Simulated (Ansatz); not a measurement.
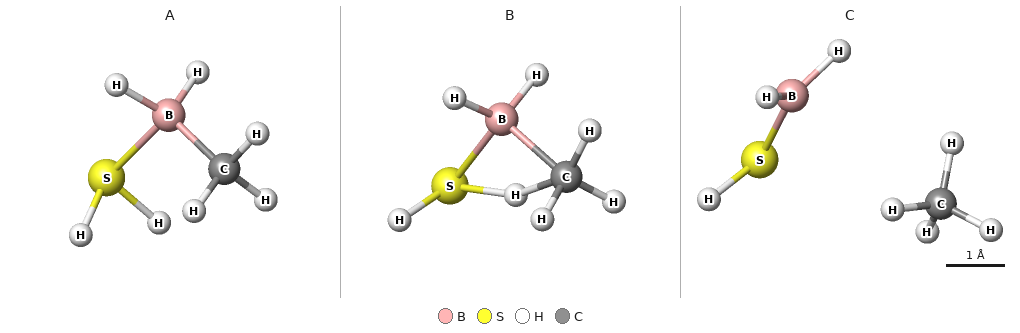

Three geometries of CH₇BS: a saddle point and the two minima that it joins, in shuffled order. The picture is a ball-and-stick view, seen at a tilt. Sticks join atoms that are closer than about 1.2 times the sum of their covalent radii (a little more with hydrogen).

Stationary points at PBE0-D4/def2-TZVP, single-point energies with CCSD(T)/CBS, wB97X-V, BHLYP-D4, CCSD(T), BLYP-D4, B3LYP-D4 (def2-TZVPP where no basis is named; Ansatz 0.2.0). The energies are electronic, without zero-point or thermal terms, and both ends are the minima reached downhill from the saddle, with any fragments still in contact. CCSD(T)/CBS stands for a frozen-core estimate: MP2 correlation extrapolated from def2-TZVPP and def2-QZVPP, CCSD(T) minus MP2 from the smaller set.

Question: Identify the saddle point and describe the reaction.

Answer: Frame B is the saddle point. Counted by bonded pieces, C holds BH₃S + CH₄ and A holds CH₇BS. From C over the saddle to A, bonds form: B–C (3.50 → 1.73 → 1.60 Å), H–S (3.60 → 1.62 → 1.35 Å). A bond breaks: C–H (1.09 → 1.46 → 3.08 Å). The saddle has one imaginary mode, 947i cm⁻¹. With CCSD(T)/CBS the barrier is 40.6 kcal/mol from C and 24.6 kcal/mol from A, and A lies 16.0 kcal/mol above C.

```csv
level,barrier from C (kcal/mol),barrier from A (kcal/mol),A less C (kcal/mol)
CCSD(T)/CBS,40.6,24.6,16.0
wB97X-V,40.4,25.2,15.2
BHLYP-D4,45.9,28.2,17.7
CCSD(T),41.6,25.2,16.4
BLYP-D4,39.2,22.6,16.6
B3LYP-D4,41.2,24.5,16.7
```

Against CCSD(T)/CBS, wB97X-V comes closest on the barrier from C (−0.2 kcal/mol) and BHLYP-D4 misses most (+5.3 kcal/mol).

Limits of the set-up: the start holds two separate molecules, 3.0 Å apart at their closest, whose relative position is a soft coordinate.
